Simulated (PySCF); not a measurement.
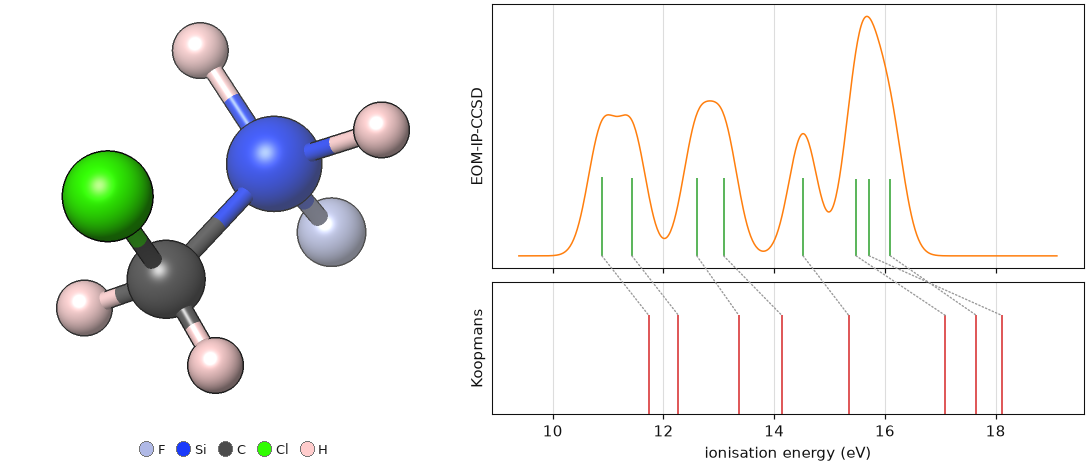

Valence photoelectron lines of CH₄ClFSi (chloromethylfluorosilane), SMILES F[SiH2]CCl: vertical EOM-IP-CCSD/aug-cc-pVDZ (frozen core, PySCF 2.14.0, at a PBE0-D3(BJ)/def2-SVP geometry (no frequency check); 8 lines, one for each of the 8 highest orbitals, so a line of a deeper orbital can be missing among them) above, Hartree-Fock orbital energies with the sign turned below, non-relativistic; dotted lines join each line to its leading orbital. Stick heights are one-hole weights (summed over degenerate lines), not cross-sections; Gaussian width 0.60 eV.

### Do correlation and relaxation change the order of the lines?

Yes: in order of rising energy the holes are HOMO, HOMO−1, HOMO−2, HOMO−3, HOMO−4, HOMO−5, HOMO−7, HOMO−6.

### List the lines.

| hole | EOM-IP-CCSD (eV) | Koopmans (eV) | one-hole weight |
| --- | --- | --- | --- |
| HOMO | 10.89 | 11.73 | 0.96 |
| HOMO-1 | 11.43 | 12.27 | 0.96 |
| HOMO-2 | 12.60 | 13.36 | 0.95 |
| HOMO-3 | 13.09 | 14.14 | 0.95 |
| HOMO-4 | 14.52 | 15.34 | 0.95 |
| HOMO-5 | 15.48 | 17.09 | 0.94 |
| HOMO-7 | 15.71 | 18.11 | 0.94 |
| HOMO-6 | 16.10 | 17.65 | 0.94 |

Note: small basis, so the lines can lie some tenths of an eV too low; one conformer of a flexible molecule.
